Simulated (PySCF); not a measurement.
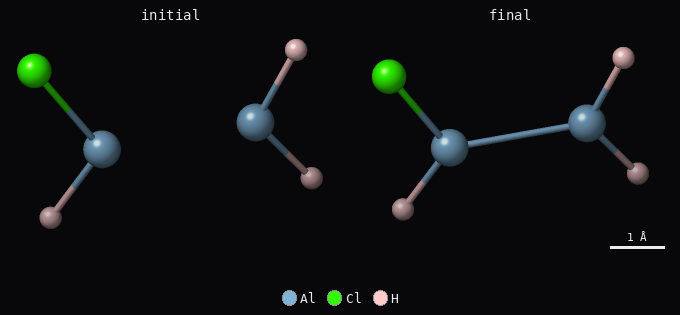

The structure of Al2H3Cl before (left) and after (right) a relaxation, at one scale.

The picture is a ball-and-stick view, seen from a free direction.

It is one of the separated reactants of a reaction.

Theory: RKS PBE-D4/def2-SVP, density fitting in PySCF 2.14.0. 

Question: What changed between the two?

Answer: The energy falls by 21.9 kcal/mol in 11 geometry steps. The largest move after the best rigid fit is that of the Cl atom, 0.33 Å. By element the largest moves are Cl 0.33 Å, H 0.30 Å, Al 0.16 Å. Near-neighbour distances that change, for instance: Al–Al 2.913 → 2.608 Å, Al–Cl 2.368 → 2.137 Å, Al–H 1.778 → 1.603 Å. The run took 20 s on 2 threads of AMD EPYC 9R45 96-Core (shared host).
